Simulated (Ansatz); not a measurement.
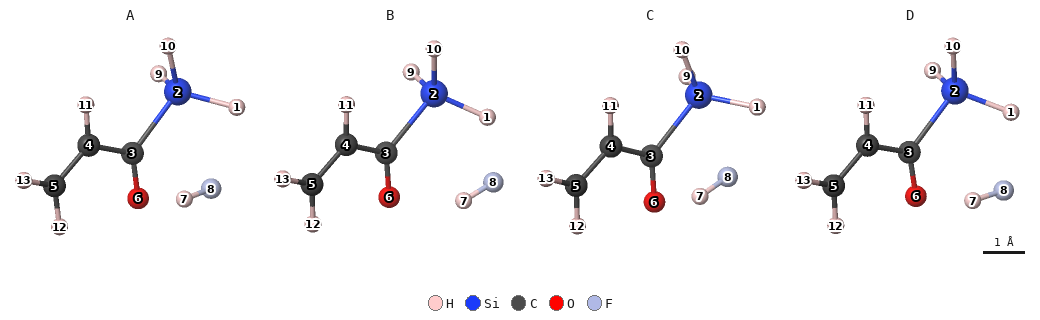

4 geometries from one relaxation of C3H7FOSi, in shuffled order. A ball-and-stick model, seen from a free direction.

The run prepares an end point of a later path (reaction) calculation, from a guessed geometry.

Computed with RKS PBE/6-31G* (Ansatz 0.2.0). Set-up: no spin polarisation; force threshold 0.03 eV/Å; at most 50 steps.

> Order the frames from highest to lowest energy.

B, D, A, C. They are steps 0, 2, 4, 11, at +32.7 kJ/mol, +10.7 kJ/mol, +4.33 kJ/mol relative to the last. F8 moves most after the best rigid fit: 0.65 Å. Largest moves by element: F 0.65 Å, H 0.63 Å, O 0.17 Å, C 0.16 Å, Si 0.12 Å. Near-neighbour distances that change, for instance: H7–F8 0.925 → 0.981 Å, H1–Si2 1.448 → 1.492 Å, Si2–C3 1.954 → 1.967 Å, C3–O6 1.242 → 1.250 Å. Bond angles that change, for instance: C3–Si2–H10 110.6° → 103.5°, H1–Si2–H10 113.6° → 107.3°, C3–Si2–H9 106.3° → 111.7°. After 11 geometry steps the energy has fallen by 32.7 kJ/mol. Largest force component: 1.5 eV/Å at the start, 0.022 eV/Å at the end. Cost: 17 s on 2 threads of Intel(R) Xeon(R) 6975P-C (Granite Rapids), on a shared host, peak memory 0.17 GiB.
